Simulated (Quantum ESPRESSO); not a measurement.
# La2Fe2Se2O3: parallel and opposed starts, part 2 of 2

Wanted: the moments of La2Fe2Se2O3 and the energy of each order that was tried.

Quantum ESPRESSO 7.5; LDA; plane waves with GBRV 1.5 LDA potentials, no spin-orbit coupling.

So far, absolute magnetization (μB): step 2 (run 1, typed as ferro ++) 8.03.

## 3. Run 2 (antiferro +−)

Input file pw.in:

```
&CONTROL
  calculation = 'scf'
  prefix = 'pwscf'
  outdir = './tmp'
  pseudo_dir = './pseudo'
  disk_io = 'nowf'
/
&SYSTEM
  ibrav = 0
  celldm(1) = 8
  nat = 9
  ntyp = 5
  ecutwfc = 40
  ecutrho = 280
  nbnd = 55
  occupations = 'smearing'
  smearing = 'fd'
  degauss = 0.00367493
  nspin = 2
  starting_magnetization(1) = 0
  starting_magnetization(2) = 0.25
  starting_magnetization(3) = -0.25
  starting_magnetization(4) = 0
  starting_magnetization(5) = 0
/
&ELECTRONS
  conv_thr = 1.8d-08
  electron_maxstep = 150
  mixing_beta = 0.3
/
ATOMIC_SPECIES
La    138.9055 la_lda_v1.uspp.F.UPF
Fe1    55.8450 fe_lda_v1.5.uspp.F.UPF
Fe2    55.8450 fe_lda_v1.5.uspp.F.UPF
Se     78.9710 se_lda_v1.uspp.F.UPF
O      15.9990 o_lda_v1.2.uspp.F.UPF
CELL_PARAMETERS alat
  -0.4867992383363    0.4868027816909    2.2415679752646
   0.4867992383363   -0.4868027816909    2.2415679752646
   0.4867992383363    0.4868027816909   -2.2415679752646
ATOMIC_POSITIONS crystal
La      0.3136675000    0.3136675000    0.0000000000
La      0.6863325000    0.6863325000    0.0000000000
Fe1     0.0000000000    0.5000000000    0.5000000000
Fe2     0.5000000000    0.0000000000    0.5000000000
Se      0.9021490000    0.9021490000    0.0000000000
Se      0.0978510000    0.0978510000    0.0000000000
O       0.5000000000    0.5000000000    0.0000000000
O       0.2500010000    0.7500010000    0.5000000000
O       0.7499990000    0.2499990000    0.5000000000
K_POINTS automatic
6 6 6 0 0 0
```

Launch:

```bash
OMP_NUM_THREADS=1 mpirun -n 4 pw.x -nk 4 -in pw.in > pw.out
```

Log:

```text
[banner, memory and clock lines left out]
Program PWSCF v.7.5 starts

     Message from routine setup:
     using ibrav=0 with symmetry is DISCOURAGED, use correct ibrav instead

     bravais-lattice index     =            0
     lattice parameter (alat)  =       8.0000  a.u.
     unit-cell volume          =    1087.8896 (a.u.)^3
     number of atoms/cell      =            9
     number of atomic types    =            5
     number of electrons       =        84.00
     number of Kohn-Sham states=           55
     kinetic-energy cutoff     =      40.0000  Ry
     charge density cutoff     =     280.0000  Ry
     scf convergence threshold =      1.8E-08
     mixing beta               =       0.3000
     number of iterations used =            8  plain     mixing
     Exchange-correlation= SLA  PZ   NOGX NOGC
                           (   1   1   0   0   0   0   0)

     celldm(1)=   8.000000  celldm(2)=   0.000000  celldm(3)=   0.000000
     celldm(4)=   0.000000  celldm(5)=   0.000000  celldm(6)=   0.000000

     crystal axes: (cart. coord. in units of alat)
               a(1) = (  -0.486799   0.486803   2.241568 )
               a(2) = (   0.486799  -0.486803   2.241568 )
               a(3) = (   0.486799   0.486803  -2.241568 )

     reciprocal axes: (cart. coord. in units 2 pi/alat)
               b(1) = (  0.000000  1.027110  0.223058 )
               b(2) = (  1.027117  0.000000  0.223058 )
               b(3) = (  1.027117  1.027110  0.000000 )

     PseudoPot. # 1 for La read from file:
     la_lda_v1.uspp.F.UPF
     Pseudo is Ultrasoft + core correction, Zval = 11.0

     PseudoPot. # 2 for Fe read from file:
     fe_lda_v1.5.uspp.F.UPF
     Pseudo is Ultrasoft + core correction, Zval = 16.0

     PseudoPot. # 3 for Fe read from file:
     fe_lda_v1.5.uspp.F.UPF
     Pseudo is Ultrasoft + core correction, Zval = 16.0

     PseudoPot. # 4 for Se read from file:
     se_lda_v1.uspp.F.UPF
     Pseudo is Ultrasoft + core correction, Zval =  6.0

     PseudoPot. # 5 for O  read from file:
     o_lda_v1.2.uspp.F.UPF
     Pseudo is Ultrasoft + core correction, Zval =  6.0

     atomic species   valence    mass     pseudopotential
     La               11.00   138.90550     La( 1.00)
     Fe1              16.00    55.84500     Fe( 1.00)
     Fe2              16.00    55.84500     Fe( 1.00)
     Se                6.00    78.97100     Se( 1.00)
     O                 6.00    15.99900     O ( 1.00)

     Starting magnetic structure
     atomic species   magnetization
     La              0.000
     Fe1             0.250
     Fe2            -0.250
     Se              0.000
     O               0.000

      8 Sym. Ops., with inversion, found

   Cartesian axes

     site n.     atom                  positions (alat units)
         1        La     tau(   1) = (   0.0000000  -0.0000000   1.4062140  )
         2        La     tau(   2) = (   0.0000000  -0.0000000   3.0769219  )
         3        Fe1    tau(   3) = (   0.4867992   0.0000000   0.0000000  )
         4        Fe2    tau(   4) = (   0.0000000   0.4868028   0.0000000  )
         5        Se     tau(   5) = (   0.0000000  -0.0000000   4.0444566  )
         6        Se     tau(   6) = (   0.0000000   0.0000000   0.4386793  )
         7        O      tau(   7) = (   0.0000000   0.0000000   2.2415680  )
         8        O      tau(   8) = (   0.4867992  -0.0000000   1.1207885  )
         9        O      tau(   9) = (   0.0000000   0.4868028   1.1207795  )

     number of k points=    46  Fermi-Dirac smearing, width (Ry)=  0.0037
                       cart. coord. in units 2pi/alat
        k(    1) = (   0.0000000   0.0000000   0.0000000), wk =   0.0046296
        k(    2) = (   0.1711862   0.1711850   0.0000000), wk =   0.0185185
        k(    3) = (   0.3423725   0.3423700   0.0000000), wk =   0.0185185
        k(    4) = (  -0.5135587  -0.5135550   0.0000000), wk =   0.0092593
        k(    5) = (   0.1711862   0.0000000   0.0371764), wk =   0.0185185
        [... 41 further k-points ...]

     Dense  grid:    86063 G-vectors     FFT dimensions: ( 100, 100, 100)

     Smooth grid:    37233 G-vectors     FFT dimensions: (  75,  75,  75)

     Check: negative core charge=   -0.000014
     Generating pointlists ...
     new r_m :   0.2328 (alat units)  1.8622 (a.u.) for type    1
     new r_m :   0.2008 (alat units)  1.6064 (a.u.) for type    2
     new r_m :   0.2008 (alat units)  1.6064 (a.u.) for type    3
     new r_m :   0.2703 (alat units)  2.1625 (a.u.) for type    4
     new r_m :   0.2008 (alat units)  1.6064 (a.u.) for type    5

     Initial potential from superposition of free atoms

     starting charge      81.9426, renormalised to      84.0000

     negative rho (up, down):  8.550E-02 8.550E-02
     Starting wfcs are   86 randomized atomic wfcs

     Self-consistent Calculation

     iteration #  1     ecut=    40.00 Ry     beta= 0.30
     Davidson diagonalization with overlap
     ethr =  1.00E-02,  avg # of iterations =  4.6

     negative rho (up, down):  8.371E-02 8.372E-02

     total energy              =    -857.39192143 Ry
     estimated scf accuracy    <      70.33350983 Ry

     total magnetization       =     0.00 Bohr mag/cell
     absolute magnetization    =     0.80 Bohr mag/cell

     iteration #  2     ecut=    40.00 Ry     beta= 0.30
     Davidson diagonalization with overlap
     ethr =  1.00E-02,  avg # of iterations =  7.3

     total energy              =    -866.34604014 Ry
     estimated scf accuracy    <     706.78914946 Ry

     total magnetization       =     0.01 Bohr mag/cell
     absolute magnetization    =     0.16 Bohr mag/cell

     [... further iterations left out ...]

     iteration # 21     ecut=    40.00 Ry     beta= 0.30
     Davidson diagonalization with overlap
     ethr =  1.16E-10,  avg # of iterations =  4.4

     negative rho (up, down):  6.155E-02 6.155E-02

     total energy              =    -889.08774994 Ry
     estimated scf accuracy    <       0.00000008 Ry

     total magnetization       =    -0.00 Bohr mag/cell
     absolute magnetization    =     6.81 Bohr mag/cell

     iteration # 22     ecut=    40.00 Ry     beta= 0.30
     Davidson diagonalization with overlap
     ethr =  9.11E-11,  avg # of iterations =  2.2

     negative rho (up, down):  6.155E-02 6.155E-02

     Magnetic moment per site  (integrated on atomic sphere of radius R)
     atom   1 (R=0.233)  charge=  6.2463  magn= -0.0000
     atom   2 (R=0.233)  charge=  6.2463  magn= -0.0000
     atom   3 (R=0.201)  charge= 13.3441  magn=  2.9841
     atom   4 (R=0.201)  charge= 13.3440  magn= -2.9841
     atom   5 (R=0.270)  charge=  4.4422  magn= -0.0000
     atom   6 (R=0.270)  charge=  4.4422  magn= -0.0000
     atom   7 (R=0.201)  charge=  5.5328  magn=  0.0000
     atom   8 (R=0.201)  charge=  5.6011  magn= -0.0000
     atom   9 (R=0.201)  charge=  5.6011  magn= -0.0000

     End of self-consistent calculation

     [... lines left out ...]
     the Fermi energy is    10.5227 ev

!    total energy              =    -889.08774994 Ry
     estimated scf accuracy    <          7.3E-09 Ry
     smearing contrib. (-TS)   =      -0.00584520 Ry
     internal energy E=F+TS    =    -889.08190474 Ry

     The total energy is F=E-TS. E is the sum of the following terms:
     one-electron contribution =    -515.98958390 Ry
     hartree contribution      =     299.14334706 Ry
     xc contribution           =    -235.72077926 Ry
     ewald contribution        =    -436.51488864 Ry

     total magnetization       =    -0.00 Bohr mag/cell
     absolute magnetization    =     6.81 Bohr mag/cell

     convergence has been achieved in  22 iterations
```

It took 21 min on 4 MPI ranks of Arm Neoverse V1, shared host; peak memory 2 GiB.

Spin moment in the atom's sphere by atom:

```csv
atom,spin moment in the atom's sphere (μB)
La1,0.00
La2,0.00
Fe3,2.98
Fe4,-2.98
Se5,0.00
Se6,0.00
O7,0.00
O8,0.00
O9,0.00
```

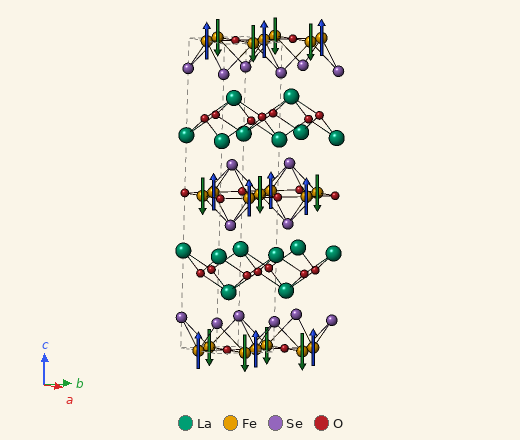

Spin moment in the atom's sphere as arrows, the longest 2.98 μB. Up and down stand for the sign. Arrows give size and sign along the axis of quantisation, drawn up and down the page. The two directions have two colours. 1×2×1 conventional cells are drawn. Some periodic images of atoms are drawn too.

Numbers from this step:

```
smearing term TS       : 0.07953 eV
magnetization          : 0 μB
absolute magnetization : 6.808 μB
final state            : antiferromagnetic
```

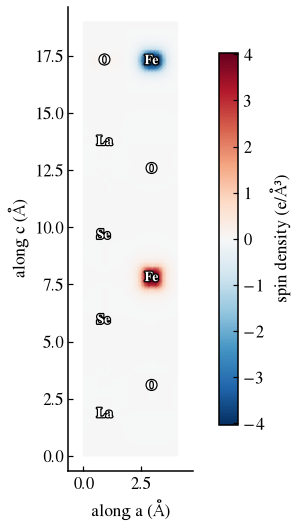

Spin density in the ac plane of the conventional cell at fractional y = 0.000, with atoms of La and Fe and Se and O within 0.2 Å of it. The map starts off the cell's origin, so that atoms lie inside it.

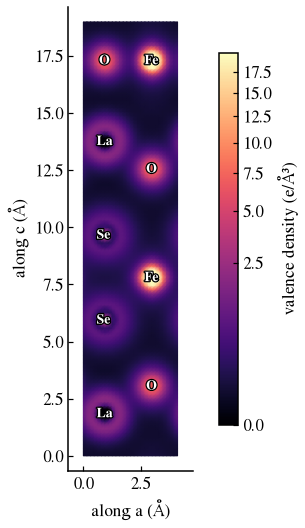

Valence density in the ac plane of the conventional cell at fractional y = 0.000, with atoms of La and Fe and Se and O within 0.2 Å of it. It is the smooth field of the valence electrons, not physical close to the nuclei. The map starts off the cell's origin, so that atoms lie inside it. The colour scale is stretched toward low values.

## 4. Energies of the orders

An order is kept where moments of 0.15 μB or more survive with the typed signs; meshes match where a doubled cell samples the same k points as the first cell.

Orders:

```csv
start,final state,typed order kept,energy over the lowest (meV a seeded atom),largest site moment (μB),net moment (μB a cell of the first run),mesh matched,CPU time (s)
ferro ++,ferromagnetic,yes,0,3.201,7.998,yes,5078
antiferro +-,antiferromagnetic,yes,107,2.984,0,yes,4990
```

## 5. What came out

| Quantity | Value |
| --- | --- |
| lowest state found | ferromagnetic (from ferro ++) |
| largest site moment | 3.20 μB |
| next state with moments | antiferromagnetic, 107 meV a seeded atom higher |

What this shows: This is the lowest of 2 collinear or spinless starts, no proof of the ground state. No Hubbard term acts here. In such compounds local and semilocal functionals without one often delocalise the d electrons, and can shrink or lose moments and miss the size, sign and order of the couplings. The smearing term is large for its width, so states at the Fermi level are partly filled: at this level the cell is a metal or has a gap of a few widths at most.

[Logs and program files are shortened in this print: banners, set-up blocks, solver, clock and traceback lines can be left out without a mark of their own.]

[Logs are printed without paths, hosts, clocks, repeated set-up lines and the standing remarks that a program may print on its own settings, such as how far it seeks lower states.]

[Hosts, paths, dates, database ids (printed as entryN), source tags and the programs' standing remarks are cut or masked in the printed files.]

[Where a cell is said to come from a database of computed structures, the database is the Materials Project.]
